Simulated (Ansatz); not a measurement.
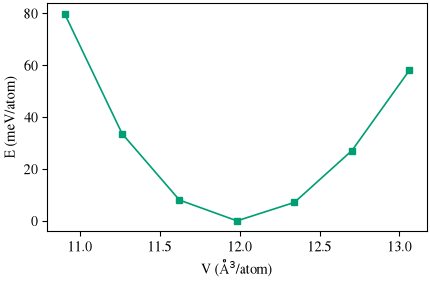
Figure: Ti₃IrC₂ in space group P6_3/mmc (No. 194; Ti on 4f, Ti on 2a, Ir on 2b, C on 4f) under volume change, the program Ansatz at the PBE level (PAW), shape and atoms relaxed at each volume.

What does a third-order Birch–Murnaghan fit give for V₀, B₀ and B′?

V₀ = 11.98 Å³/atom, B₀ = 223 GPa, B′ = 4.3.

The start of the workflow was typed in or built on a structure type; neither database checked (COD, Materials Project) lists it. Whether it is the stable phase at ambient conditions was not checked. The PBE relaxation kept the symmetry of its start; whether a distortion lowers the energy is not shown. No spin polarisation was allowed. Spin–orbit coupling is left out wherever it is not named.

Potentials: the earlier of the program's two PAW sets.
